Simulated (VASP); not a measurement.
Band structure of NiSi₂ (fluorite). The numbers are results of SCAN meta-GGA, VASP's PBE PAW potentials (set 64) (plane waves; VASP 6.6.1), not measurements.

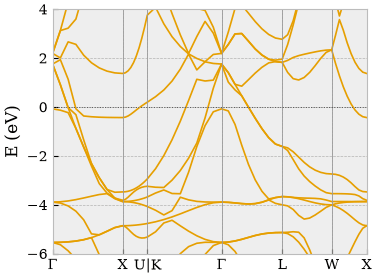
Bands along high-symmetry lines, zero at the valence-band maximum or, without a gap, the Fermi level

Q: Read the plot: is there a gap, and where are the band edges?

A: It has no gap at this level: it comes out as a metal or semimetal.

The compound is NiSi2 in the fluorite structure. It was relaxed first. The run is not spin-polarised, so no magnetic state was tried.
